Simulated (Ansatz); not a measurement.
**SiHBr (SMILES [SiH]Br): BLYP/STO-3G**

Aim: the vertical singlet–triplet gap of SiHBr at BLYP/STO-3G, from 2 runs. 

The calculation is run with Ansatz 0.2.0.

57 further runs of the same task are left out: 11 that didn't finish, 46 set aside as unsound or not needed.

## 1. The system as given

The species is SiHBr (3 atoms), meant as a singlet with charge 0. SMILES: `[SiH]Br`. Geometry: relaxed at PBE0-D4/def2-TZVP.

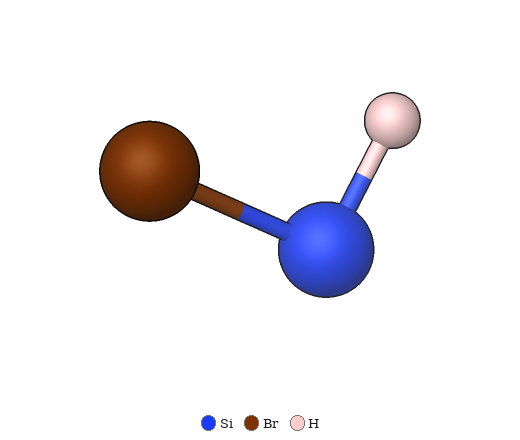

The structure, seen from a chosen angle (silicon blue, bromine brown, hydrogen pink).

## 2. The energy at BLYP/STO-3G

File input.yaml:

```yaml
crystal:
  periodic: [false, false, false]
  atoms:
    - {symbol: Si, position_ang: [-0.624700, 0.521900, -0.296100]}
    - {symbol: Br, position_ang: [1.340900, 0.401500, 0.781400]}
    - {symbol: H, position_ang: [-0.727100, -0.988300, -0.498600]}
basis:
  gaussian:
    orbitals: STO-3G
hamiltonian:
  xc: {name: BLYP}
accuracy: high
```

Command:

```bash
$ ansatz run input.yaml --threads 1 --pin off --max-ram 2610MiB --events-out events.jsonl --progress --plain --runs-dir runs
```

The log of the run:

```text
Warning: RAYON_NUM_THREADS=1 ignored (pool sized by the plan → 1); use --threads N
Functional definition: BLYP
  name "BLYP"
  parameter beta = 0.0042
  parameter a = 0.04918
  parameter b = 0.132
  parameter c = 0.2533
  parameter d = 0.349
  exchange = b88_x(beta = beta)
  correlation = lyp_c(a = a, b = b, c = c, d = d)
394 factors; integrals over basis functions are off by at most 5.6e-8 eV
mean field evaluation 1: about -77076.2168 eV, gradient 1.7e1 eV
mean field evaluation 2: about -77064.9329 eV, gradient 5.4e1 eV
mean field evaluation 4: about -77077.5820 eV, gradient 1.7e0 eV
mean field evaluation 8: about -77077.5836 eV, gradient 5.2e-2 eV
mean field evaluation 16: about -77077.5836 eV, gradient 2.1e-8 eV
mean field -77077.58362316 eV, -2832.5489530884 hartree, gradient 2.2e-8 eV, S^2 0.000000; 0 other end points of the search recorded, 0 dependent functions left out
reference -77077.58365674 eV, -2832.5489543225 hartree; 25, 25 occupied and 3, 3 virtual orbitals, 394 factors
Total energy: -77077.58365674 eV, -2832.5489543225 hartree
```

It took 1.1 s on 1 thread of Arm Neoverse V1, shared host; peak memory 0.092 GiB.

## 3. The triplet at the same level

File in.yaml:

```yaml
crystal:
  periodic: [false, false, false]
  atoms:
    - {symbol: Si, position_ang: [-0.624700, 0.521900, -0.296100]}
    - {symbol: Br, position_ang: [1.340900, 0.401500, 0.781400]}
    - {symbol: H, position_ang: [-0.727100, -0.988300, -0.498600]}
basis:
  gaussian: {orbitals: STO-3G}
magnetization: {spin_polarized: true, initial_magnetization: 2}
hamiltonian: {xc: {name: BLYP}}
accuracy: high
```

Command:

```bash
$ ansatz run in.yaml --threads 1 --pin off --max-ram 2610MiB --events-out events.jsonl --progress --plain --runs-dir runs
```

The log of the run:

```text
Warning: RAYON_NUM_THREADS=1 ignored (pool sized by the plan → 1); use --threads N
Functional definition: BLYP
  name "BLYP"
  parameter beta = 0.0042
  parameter a = 0.04918
  parameter b = 0.132
  parameter c = 0.2533
  parameter d = 0.349
  exchange = b88_x(beta = beta)
  correlation = lyp_c(a = a, b = b, c = c, d = d)
394 factors; integrals over basis functions are off by at most 5.6e-8 eV
mean field evaluation 1: about -77074.8553 eV, gradient 7.8e0 eV
mean field evaluation 2: about -77070.9813 eV, gradient 2.0e1 eV
mean field evaluation 4: about -77075.4433 eV, gradient 5.6e-1 eV
mean field evaluation 8: about -77075.4300 eV, gradient 1.6e-3 eV
mean field evaluation 16: about -77075.4300 eV, gradient 6.1e-8 eV
mean field evaluation 32: about -77074.5714 eV, gradient 2.7e0 eV
mean field -77075.42999878 eV, -2832.4698088524 hartree, gradient 6.1e-8 eV, S^2 2.001041; 1 other end points of the search recorded, 0 dependent functions left out
reference -77075.43003253 eV, -2832.4698100926 hartree; 26, 24 occupied and 2, 4 virtual orbitals, 394 factors
Total energy: -77075.43003253 eV, -2832.4698100926 hartree
```

It took 2.2 s on 1 thread of Arm Neoverse V1, shared host; peak memory 0.12 GiB.

## 4. Results

At BLYP/STO-3G:

```
                                        quantity           value
                           singlet: total energy  -2832.54895 Eh
                           triplet: total energy  -2832.46981 Eh
                                   triplet: ⟨S²⟩           2.001
vertical energy of the triplet above the singlet        2.154 eV
```

At this shape the triplet lies 2.15 eV (208 kJ/mol) above the singlet. In a minimal basis such a difference can be off by several eV, whatever the method.
